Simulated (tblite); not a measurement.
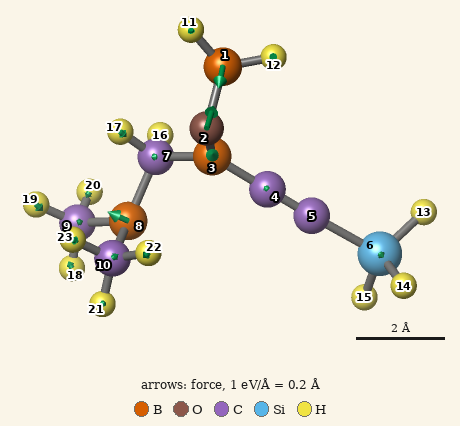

Starting geometry of C$_{5}$H$_{13}$B$_{3}$OSi with the computed forces as green arrows. A ball-and-stick model, seen at a tilt.

The calculation used GFN2-xTB geometry optimisation, gas phase in tblite. 

Is this structure relaxed? If not, where do the atoms go?

Answer. It isn't relaxed: the largest force vector, on O2, is 4.25 eV/Å. The final displacements have little in common with the starting forces (cosine between the two patterns 0.20). The largest moves after the best rigid fit, 3.11 Å, are those of H19 and H21. Largest moves by element: H 3.11 Å, C 1.70 Å, B 1.06 Å, Si 0.58 Å, O 0.57 Å. Near-neighbour distances that change, for instance: B1–O2 1.474 → 1.294 Å, O2–B3 1.476 → 1.307 Å, B3–C7 1.563 → 1.609 Å, C7–H17 1.131 → 1.090 Å. Bond angles that change, for instance: B1–O2–B3 104.0° → 177.9°, B8–C7–H17 103.6° → 112.2°, C9–B8–C10 113.4° → 120.8°. Groups turn about B3–C7 by about 25°. Over 282 geometry steps the energy falls by 53.8 kcal/mol.
